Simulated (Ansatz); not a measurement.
## C$_{3}$H$_{6}$FNSi: molecular dynamics

The run: molecular dynamics of C$_{3}$H$_{6}$FNSi, SMILES FC1=NCC[SiH2]1. Method and program: RKS BLYP/STO-3G (Ansatz 0.2.0).

One setting was made poor on purpose. It belongs to a series of runs on one base structure; here: dynamics from the start.

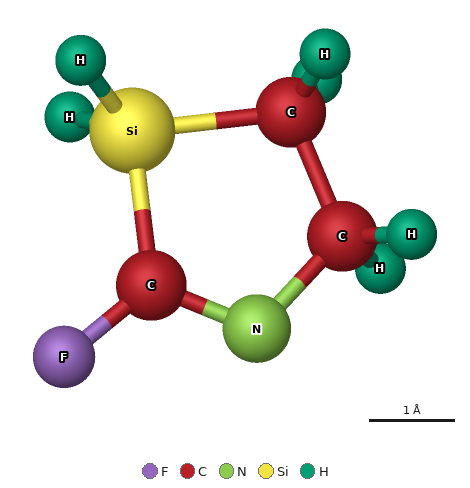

Fig. 1: The input geometry (ball-and-stick view, seen at a tilt).

Key numbers:

```csv
quantity,value
outcome,finished
mean temperature over the second half,120 K
trajectory,"40 steps, 80 fs"
ensemble,nvt_langevin
temperature in the input,200.0 K
time step,2.0 fs
potential energy (last step),−15099.9621 eV
mean-field energy (last step),−15099.9621 eV
largest force (length of the vector) (last step),2.099 eV/Å
hardware,"1 thread of Arm Neoverse V1, 24 GiB of memory available, shared host"
wall time,1.9 min
peak memory,0.094 GiB
```

Remarks:

A deliberately poor setting: time step. So short a trajectory is not equilibrated. The logged temperature at the start can lie below the typed one, since it is counted over all degrees of freedom. The temperature stays far from the 200 K of the thermostat over the second half: the run isn't equilibrated.

Input:
```yaml
crystal:
  periodic: [false, false, false]
  atoms:
    - { symbol: F, position_ang: [0.538338, -2.704781, 1.060859] }
    - { symbol: C, position_ang: [0.38345, -1.451775, 0.491871] }
    - { symbol: "N", position_ang: [1.32862, -1.051773, -0.379658] }
    - { symbol: C, position_ang: [0.969522, 0.364149, -0.923279] }
    - { symbol: C, position_ang: [-0.295798, 1.070006, -0.240669] }
    - { symbol: Si, position_ang: [-1.063674, -0.260267, 0.86327] }
    - { symbol: H, position_ang: [0.800238, 0.243234, -2.02029] }
    - { symbol: H, position_ang: [1.884487, 0.991325, -0.803385] }
    - { symbol: H, position_ang: [0.041262, 1.945742, 0.346411] }
    - { symbol: H, position_ang: [-0.9852, 1.440721, -1.023436] }
    - { symbol: H, position_ang: [-2.352258, -0.755018, 0.394201] }
    - { symbol: H, position_ang: [-1.171887, 0.113338, 2.268106] }
basis:
  gaussian: { orbitals: STO-3G }
hamiltonian:
  xc: blyp
md:
  timestep: 2.0
  n_steps: 40
  ensemble: nvt_langevin
  temperature: 200.0
  initial_velocities: maxwell_boltzmann
  seed: 213942
  friction: 0.005
```

Launch command:
```bash
ansatz run input.yaml --threads 1 --pin off --max-ram 2048MiB --backend cpu --events-out ev --progress --plain --runs-dir out
```

The program's output:
```
Engine: ansatz 0.2.0, aarch64-unknown-linux-gnu
Functional definition: BLYP
  parameter beta = 0.0042
  parameter a = 0.04918
  parameter b = 0.132
  parameter c = 0.2533
  parameter d = 0.349
  exchange = b88_x(beta = beta)
  correlation = lyp_c(a = a, b = b, c = c, d = d)
592 factors; integrals over basis functions are off by at most 1.6e-5 eV
mean field evaluation 1: about -15096.6103 eV, gradient 3.4e1 eV
mean field evaluation 2: about -15070.6855 eV, gradient 9.9e1 eV
mean field evaluation 4: about -15100.2318 eV, gradient 6.4e0 eV
mean field evaluation 8: about -15100.2002 eV, gradient 1.5e-1 eV
mean field evaluation 16: about -15100.2003 eV, gradient 1.0e-5 eV
mean field -15100.20028096 eV, -554.9221250420 hartree, gradient 1.0e-5 eV, S^2 0.000000; 0 other end points of the search recorded, 0 dependent functions left out
the calculation of the forces begins
reference -15100.20052557 eV, -554.9221340310 hartree; 27, 27 occupied and 13, 13 virtual orbitals, 592 factors
md step     0: t =     0.00 fs  T =   183.3 K  F+E_penalty+E_count = -15100.20028096 eV  E_kin = 0.284372 eV  (25 SCF iters)
these checks for a lower state are left out or cut short: starts, cluster_reference, orbital_swaps, neighbouring_geometries, increment
592 factors; integrals over basis functions are off by at most 1.5e-5 eV
mean field -15100.08374987 eV, -554.9178426035 hartree, gradient 2.7e-5 eV, S^2 0.000000; 0 other end points of the search recorded, 0 dependent functions left out
[... from here on the field's lines of each further geometry are left out, up to the last ...]
md step     1: t =     2.00 fs  T =   118.6 K  F+E_penalty+E_count = -15100.08374987 eV  E_kin = 0.183919 eV  (27 SCF iters)
md step     2: t =     4.00 fs  T =    97.7 K  F+E_penalty+E_count = -15100.03816224 eV  E_kin = 0.151479 eV  (27 SCF iters)
md step     3: t =     6.00 fs  T =   104.3 K  F+E_penalty+E_count = -15100.03884638 eV  E_kin = 0.161786 eV  (28 SCF iters)
md step     4: t =     8.00 fs  T =    92.6 K  F+E_penalty+E_count = -15100.00174273 eV  E_kin = 0.143614 eV  (29 SCF iters)
md step     5: t =    10.00 fs  T =   128.9 K  F+E_penalty+E_count = -15100.05491572 eV  E_kin = 0.199931 eV  (29 SCF iters)
md step     6: t =    12.00 fs  T =   141.9 K  F+E_penalty+E_count = -15100.07856565 eV  E_kin = 0.220091 eV  (29 SCF iters)
md step     7: t =    14.00 fs  T =   125.1 K  F+E_penalty+E_count = -15100.04964356 eV  E_kin = 0.194074 eV  (29 SCF iters)
md step     8: t =    16.00 fs  T =    96.2 K  F+E_penalty+E_count = -15099.99075603 eV  E_kin = 0.149226 eV  (30 SCF iters)
md step     9: t =    18.00 fs  T =   124.9 K  F+E_penalty+E_count = -15100.05610162 eV  E_kin = 0.193735 eV  (30 SCF iters)
md step    10: t =    20.00 fs  T =   132.5 K  F+E_penalty+E_count = -15100.05854437 eV  E_kin = 0.205461 eV  (30 SCF iters)
md step    11: t =    22.00 fs  T =   119.5 K  F+E_penalty+E_count = -15099.99412488 eV  E_kin = 0.185319 eV  (28 SCF iters)
md step    12: t =    24.00 fs  T =   165.9 K  F+E_penalty+E_count = -15100.08306013 eV  E_kin = 0.257350 eV  (28 SCF iters)
md step    13: t =    26.00 fs  T =   145.9 K  F+E_penalty+E_count = -15100.04506207 eV  E_kin = 0.226329 eV  (29 SCF iters)
md step    14: t =    28.00 fs  T =   118.2 K  F+E_penalty+E_count = -15099.99198697 eV  E_kin = 0.183356 eV  (28 SCF iters)
md step    15: t =    30.00 fs  T =   129.3 K  F+E_penalty+E_count = -15100.02583253 eV  E_kin = 0.200622 eV  (28 SCF iters)
md step    16: t =    32.00 fs  T =   120.0 K  F+E_penalty+E_count = -15100.01165682 eV  E_kin = 0.186095 eV  (28 SCF iters)
md step    17: t =    34.00 fs  T =   107.6 K  F+E_penalty+E_count = -15099.98017571 eV  E_kin = 0.166893 eV  (26 SCF iters)
md step    18: t =    36.00 fs  T =   106.0 K  F+E_penalty+E_count = -15099.97859637 eV  E_kin = 0.164373 eV  (27 SCF iters)
md step    19: t =    38.00 fs  T =   169.8 K  F+E_penalty+E_count = -15100.09250030 eV  E_kin = 0.263373 eV  (28 SCF iters)
md step    20: t =    40.00 fs  T =   122.8 K  F+E_penalty+E_count = -15100.01955885 eV  E_kin = 0.190474 eV  (29 SCF iters)
md step    21: t =    42.00 fs  T =   114.5 K  F+E_penalty+E_count = -15100.02693682 eV  E_kin = 0.177572 eV  (29 SCF iters)
md step    22: t =    44.00 fs  T =   145.6 K  F+E_penalty+E_count = -15100.08311827 eV  E_kin = 0.225846 eV  (30 SCF iters)
md step    23: t =    46.00 fs  T =   108.3 K  F+E_penalty+E_count = -15099.99653790 eV  E_kin = 0.167914 eV  (30 SCF iters)
md step    24: t =    48.00 fs  T =   109.6 K  F+E_penalty+E_count = -15100.00558161 eV  E_kin = 0.170050 eV  (29 SCF iters)
md step    25: t =    50.00 fs  T =   170.3 K  F+E_penalty+E_count = -15100.09465668 eV  E_kin = 0.264142 eV  (28 SCF iters)
md step    26: t =    52.00 fs  T =   157.7 K  F+E_penalty+E_count = -15100.09595481 eV  E_kin = 0.244578 eV  (27 SCF iters)
md step    27: t =    54.00 fs  T =   102.9 K  F+E_penalty+E_count = -15099.98230216 eV  E_kin = 0.159623 eV  (28 SCF iters)
md step    28: t =    56.00 fs  T =   121.4 K  F+E_penalty+E_count = -15100.03438617 eV  E_kin = 0.188286 eV  (27 SCF iters)
md step    29: t =    58.00 fs  T =   133.1 K  F+E_penalty+E_count = -15100.03055052 eV  E_kin = 0.206463 eV  (29 SCF iters)
md step    30: t =    60.00 fs  T =   105.9 K  F+E_penalty+E_count = -15099.97412075 eV  E_kin = 0.164187 eV  (29 SCF iters)
md step    31: t =    62.00 fs  T =   138.4 K  F+E_penalty+E_count = -15100.05736124 eV  E_kin = 0.214617 eV  (28 SCF iters)
md step    32: t =    64.00 fs  T =   133.5 K  F+E_penalty+E_count = -15100.04977831 eV  E_kin = 0.207121 eV  (29 SCF iters)
md step    33: t =    66.00 fs  T =    70.9 K  F+E_penalty+E_count = -15099.93199798 eV  E_kin = 0.109932 eV  (29 SCF iters)
md step    34: t =    68.00 fs  T =   120.6 K  F+E_penalty+E_count = -15100.01080766 eV  E_kin = 0.187082 eV  (29 SCF iters)
md step    35: t =    70.00 fs  T =   138.0 K  F+E_penalty+E_count = -15100.04125495 eV  E_kin = 0.213980 eV  (29 SCF iters)
md step    36: t =    72.00 fs  T =   122.5 K  F+E_penalty+E_count = -15100.02337260 eV  E_kin = 0.190002 eV  (27 SCF iters)
md step    37: t =    74.00 fs  T =   115.9 K  F+E_penalty+E_count = -15100.01676887 eV  E_kin = 0.179796 eV  (29 SCF iters)
md step    38: t =    76.00 fs  T =   114.0 K  F+E_penalty+E_count = -15100.03122829 eV  E_kin = 0.176857 eV  (28 SCF iters)
md step    39: t =    78.00 fs  T =    79.9 K  F+E_penalty+E_count = -15099.95414497 eV  E_kin = 0.123857 eV  (28 SCF iters)
the calculation of the forces begins
reference -15099.96207376 eV, -554.9133710889 hartree; 27, 27 occupied and 13, 13 virtual orbitals, 592 factors
592 factors; integrals over basis functions are off by at most 1.7e-5 eV
mean field evaluation 352: about -15099.9618 eV, gradient 2.2e-5 eV
mean field -15099.96183036 eV, -554.9133621442 hartree, gradient 2.6e-5 eV, S^2 0.000000; 1 other end points of the search recorded, 0 dependent functions left out
the calculation of the forces begins
reference -15099.96207376 eV, -554.9133710889 hartree; 27, 27 occupied and 13, 13 virtual orbitals, 592 factors
md step    40: t =    80.00 fs  T =    89.7 K  F+E_penalty+E_count = -15099.96183036 eV  E_kin = 0.139103 eV  (26 SCF iters)
```

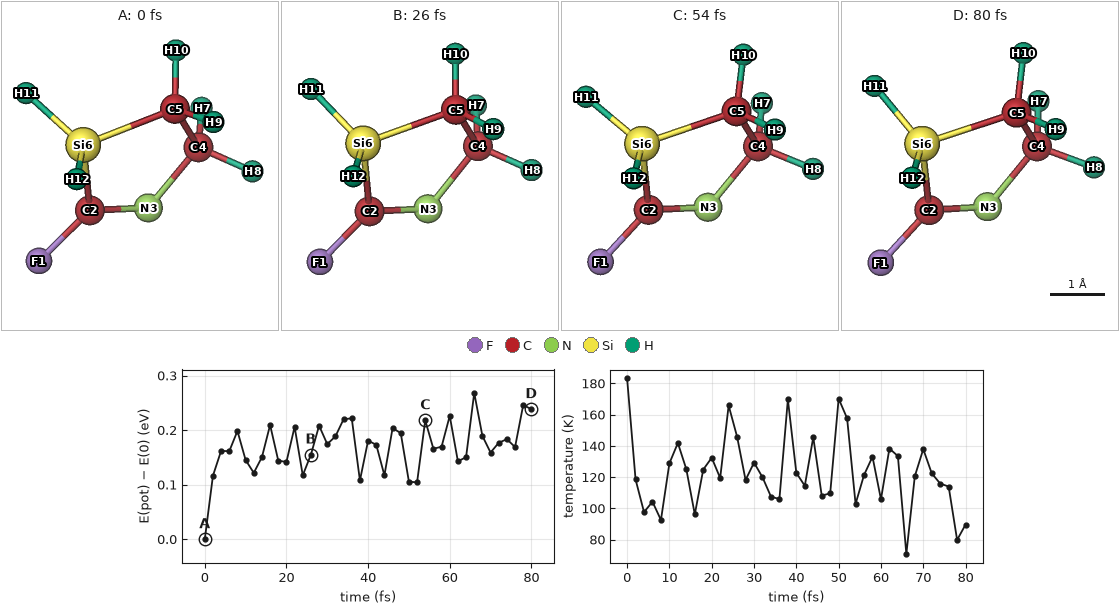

Fig. 2: Frames of the molecular dynamics (ball-and-stick, seen at a tilt) above the curves, on which the letters mark them. The trajectory kept here has 41 frames over 80 fs. The temperature starts at 183 K, ranges from 71 to 183 K and averages 120 K over the second half. The potential energy ends 0.238 eV above its first value. After an unweighted best fit of the last frame on the first, the root-mean-square displacement is 0.11 Å, and F1 has moved furthest (0.18 Å).

```
Total energy: -15099.96207376 eV, -554.9133710889 hartree
Atom 0 at     0.560670    -2.734225     0.857120 Å, force     0.340236    -1.269532     0.152476 eV/Å
Atom 1 at     0.434198    -1.492464     0.325599 Å, force    -1.629724     1.266043     0.382183 eV/Å
Atom 2 at     1.429430    -0.943681    -0.355917 Å, force     1.113972     0.364529    -0.631893 eV/Å
Atom 3 at     1.078734     0.522243    -0.730991 Å, force     0.653044     1.002868    -0.274471 eV/Å
Atom 4 at    -0.207757     1.137650    -0.017659 Å, force    -0.181924     1.227213     0.180637 eV/Å
Atom 5 at    -1.102541    -0.373248     0.682752 Å, force     1.366808     0.415869    -0.938741 eV/Å
Atom 6 at     0.899068     0.617096    -1.828941 Å, force     0.143637    -0.542200    -0.142668 eV/Å
Atom 7 at     2.007464     1.160955    -0.554249 Å, force    -0.629759    -0.612623     0.161858 eV/Å
Atom 8 at     0.082597     1.913877     0.754274 Å, force    -0.060197    -0.848318    -0.354180 eV/Å
Atom 9 at    -0.793751     1.727201    -0.781057 Å, force     0.219222    -0.610722     0.427326 eV/Å
Atom 10 at    -2.275085    -0.628376    -0.068722 Å, force    -0.903039    -0.464148    -0.489801 eV/Å
Atom 11 at    -1.389624    -0.275119     2.048490 Å, force    -0.432276     0.071023     1.527275 eV/Å
Dipole moment:    -0.420825     0.182809     0.114808 e Å
```

Trajectory as extended XYZ (Å, eV, eV/Å), 9 of the 41 frames kept, from step=0 to step=40:
```
12
Properties=species:S:1:pos:R:3:forces:R:3 step=0 time_fs=0.0 energy=-15100.20028 temperature=183.3
F     0.5383   -2.7048    1.0609    0.0009   0.0046  -0.0013
C     0.3834   -1.4518    0.4919   -0.0041   0.0042  -0.0029
N     1.3286   -1.0518   -0.3797   -0.0098  -0.0041   0.0061
C     0.9695    0.3641   -0.9233   -0.0046   0.0103   0.0015
C    -0.2958    1.0700   -0.2407    0.0027  -0.0116  -0.0041
Si   -1.0637   -0.2603    0.8633    0.0134  -0.0048  -0.0066
H     0.8002    0.2432   -2.0203   -0.0006  -0.0039  -0.0062
H     1.8845    0.9913   -0.8034    0.0046   0.0020   0.0047
H     0.0413    1.9457    0.3464    0.0032   0.0079   0.0023
H    -0.9852    1.4407   -1.0234    0.0003  -0.0029   0.0034
H    -2.3523   -0.7550    0.3942   -0.0058  -0.0034  -0.0002
H    -1.1719    0.1133    2.2681   -0.0002   0.0018   0.0032
12
Properties=species:S:1:pos:R:3:forces:R:3 step=5 time_fs=10.0 energy=-15100.05492 temperature=128.9
F     0.5505   -2.7262    1.0439    0.0324  -0.4031   0.0979
C     0.3742   -1.4864    0.4816   -0.1779   1.5182  -0.1204
N     1.3352   -1.0269   -0.3459    0.3412  -0.2970  -0.1506
C     0.9998    0.3894   -0.9030   -0.4162  -0.1021   0.0323
C    -0.2690    1.0975   -0.2333   -0.4733  -0.3196  -0.1252
Si   -1.0923   -0.2702    0.8531   -0.6669  -0.5031  -0.5809
H     0.7963    0.2812   -1.9961    0.1664  -0.2013  -0.0194
H     1.9090    1.0384   -0.8101   -0.0726  -0.2712   0.1107
H     0.1002    1.9513    0.3533   -0.1088   0.2102   0.3721
H    -0.9236    1.5170   -1.0423    0.1707  -0.2901   0.4494
H    -2.3783   -0.8733    0.2960    1.0752   0.7630   0.4970
H    -1.2928    0.0794    2.2818    0.1297  -0.1039  -0.5630
12
Properties=species:S:1:pos:R:3:forces:R:3 step=10 time_fs=20.0 energy=-15100.05854 temperature=132.5
F     0.5591   -2.7547    1.0115   -0.5137   1.6132  -0.4871
C     0.3611   -1.4395    0.4778    0.9654  -1.8142   0.5043
N     1.3635   -1.0208   -0.3242   -0.4845   0.1339   0.1689
C     1.0090    0.4015   -0.8788    0.2764  -0.2437   0.0364
C    -0.2524    1.1093   -0.1892   -0.8910  -0.2600  -0.6319
Si   -1.1025   -0.2766    0.8227   -0.9799  -0.1315  -0.5648
H     0.8816    0.2293   -1.9861   -0.2077   0.3607   0.3816
H     1.9340    1.0061   -0.7440    0.0359   0.1604  -0.0570
H     0.0307    1.9358    0.4873    0.3446   0.1165  -0.1302
H    -0.9153    1.5371   -0.9972    0.3864  -0.2413   0.6323
H    -2.3820   -0.7772    0.1958    0.9203   0.3689   0.4903
H    -1.3543    0.0353    2.2410    0.1481  -0.0628  -0.3428
12
Properties=species:S:1:pos:R:3:forces:R:3 step=15 time_fs=30.0 energy=-15100.02583 temperature=129.3
F     0.5511   -2.7289    0.9599    0.0378  -1.7134   0.9069
C     0.4017   -1.4759    0.4984   -0.6542   2.1415  -1.1444
N     1.3804   -1.0187   -0.3122    0.0149   0.3243  -0.3063
C     1.0214    0.4125   -0.8458   -0.3422  -0.1063  -0.0761
C    -0.2533    1.0925   -0.1464   -0.1875   1.0010  -0.7663
Si   -1.1145   -0.2762    0.7855    1.2887  -0.5759   0.0604
H     0.8216    0.3546   -1.9512    0.2761  -0.2796   0.2609
H     1.9308    1.0449   -0.7029   -0.0428  -0.0462  -0.0454
H     0.1447    1.9013    0.5080   -0.4169  -0.0960  -0.0611
H    -0.9534    1.5616   -0.9219    0.9941  -0.3931   0.7951
H    -2.3333   -0.6362    0.1501   -0.7876  -0.4380  -0.3732
H    -1.3454   -0.0215    2.1704   -0.1803   0.1816   0.7494
12
Properties=species:S:1:pos:R:3:forces:R:3 step=20 time_fs=40.0 energy=-15100.01956 temperature=122.8
F     0.5523   -2.7444    0.9338   -0.3152   0.7972  -0.0842
C     0.3964   -1.4289    0.4564   -0.0303  -1.7348   0.2670
N     1.3912   -0.9987   -0.3286    0.0674   0.3633   0.1926
C     1.0267    0.4267   -0.8077    0.7631   0.3316  -1.0053
C    -0.2339    1.1055   -0.1241   -0.7531   1.2278  -0.7678
Si   -1.1140   -0.3050    0.7540    1.7042   0.6149   0.5938
H     0.9071    0.3046   -1.9218   -0.3094   0.2303   0.3069
H     1.9410    1.0607   -0.6985   -0.0312  -0.0383   0.1900
H     0.0785    1.8997    0.6004    0.0948  -0.3771  -0.2700
H    -0.8586    1.6477   -0.9172    0.6287  -0.7358   0.8599
H    -2.3043   -0.6584    0.1340   -1.6135  -0.7252  -0.8099
H    -1.3214   -0.0370    2.1485   -0.2055   0.0461   0.5270
12
Properties=species:S:1:pos:R:3:forces:R:3 step=25 time_fs=50.0 energy=-15100.09466 temperature=170.3
F     0.5520   -2.7348    0.9141   -0.0675  -0.1671   0.0497
C     0.3833   -1.4601    0.4139    0.6832   0.3522  -0.4362
N     1.4044   -0.9630   -0.3325   -0.2663  -0.7197   0.3038
C     1.0654    0.4594   -0.8070   -0.3072   0.5724   0.2902
C    -0.2177    1.1233   -0.1153   -0.6606   0.5884  -0.6750
Si   -1.1100   -0.3293    0.7318   -0.7037   0.0873   0.4292
H     0.8800    0.4378   -1.9071    0.3671  -0.1068  -0.0712
H     1.9612    1.0926   -0.5828   -0.0286  -0.1202  -0.3435
H     0.1377    1.8581    0.6488   -0.2992  -0.1234  -0.3114
H    -0.8161    1.6800   -0.9235    0.6151  -0.6036   1.1795
H    -2.3661   -0.8369    0.1102    0.6070   0.3475   0.2085
H    -1.3498   -0.0936    2.1796    0.0609  -0.1070  -0.6234
12
Properties=species:S:1:pos:R:3:forces:R:3 step=30 time_fs=60.0 energy=-15099.97412 temperature=105.9
F     0.5559   -2.7305    0.9016    0.0528  -0.4057  -0.1177
C     0.3930   -1.4801    0.3424   -0.7558   0.4638   0.8269
N     1.4130   -0.9587   -0.3306    0.8641   0.4576  -0.8533
C     1.0860    0.5132   -0.8019    0.5718  -0.3944   0.2590
C    -0.2031    1.1226   -0.0898   -1.1314   1.4094  -0.4526
Si   -1.1058   -0.3425    0.7191   -1.2607  -0.7797   0.2157
H     1.0383    0.4951   -1.9230   -0.3787  -0.0488   0.2045
H     2.0163    1.1063   -0.5677   -0.4290  -0.1293   0.0931
H     0.1033    1.9005    0.6674   -0.0853  -0.6113  -0.3605
H    -0.8943    1.6816   -0.8161    0.9722  -0.6990   0.5578
H    -2.3848   -0.8586    0.0372    1.3168   0.7508   0.6009
H    -1.4031   -0.1967    2.1873    0.2633  -0.0134  -0.9739
12
Properties=species:S:1:pos:R:3:forces:R:3 step=35 time_fs=70.0 energy=-15100.04126 temperature=138.0
F     0.5618   -2.7408    0.8874   -0.2510   0.7017  -0.6481
C     0.3713   -1.4666    0.3170    1.8361  -0.8637   0.2846
N     1.4498   -0.9488   -0.3586   -1.1578  -0.2676   0.7157
C     1.0939    0.5248   -0.7643    0.2298   0.0487   0.0289
C    -0.2124    1.1352   -0.0578   -0.0624   0.4555  -0.0861
Si   -1.0986   -0.3663    0.7054   -1.1037   0.6602  -0.6647
H     0.9675    0.4914   -1.8771    0.1064   0.2699   0.1162
H     2.0032    1.1503   -0.5088   -0.4481  -0.3605  -0.3326
H     0.1312    1.8670    0.7345   -0.4913  -0.3571  -0.7311
H    -0.8525    1.6531   -0.8398    0.6184  -0.1796   0.8452
H    -2.3387   -0.6762   -0.0699    0.6629  -0.0133   0.5053
H    -1.4257   -0.2236    2.1215    0.0608  -0.0942  -0.0332
12
Properties=species:S:1:pos:R:3:forces:R:3 step=40 time_fs=80.0 energy=-15099.96183 temperature=89.7
F     0.5607   -2.7342    0.8571    0.3402  -1.2695   0.1525
C     0.4342   -1.4925    0.3256   -1.6297   1.2660   0.3822
N     1.4294   -0.9437   -0.3559    1.1140   0.3645  -0.6319
C     1.0787    0.5222   -0.7310    0.6530   1.0029  -0.2745
C    -0.2078    1.1376   -0.0177   -0.1819   1.2272   0.1806
Si   -1.1025   -0.3732    0.6828    1.3668   0.4159  -0.9387
H     0.8991    0.6171   -1.8289    0.1436  -0.5422  -0.1427
H     2.0075    1.1610   -0.5542   -0.6298  -0.6126   0.1619
H     0.0826    1.9139    0.7543   -0.0602  -0.8483  -0.3542
H    -0.7938    1.7272   -0.7811    0.2192  -0.6107   0.4273
H    -2.2751   -0.6284   -0.0687   -0.9030  -0.4641  -0.4898
H    -1.3896   -0.2751    2.0485   -0.4323   0.0710   1.5273
```
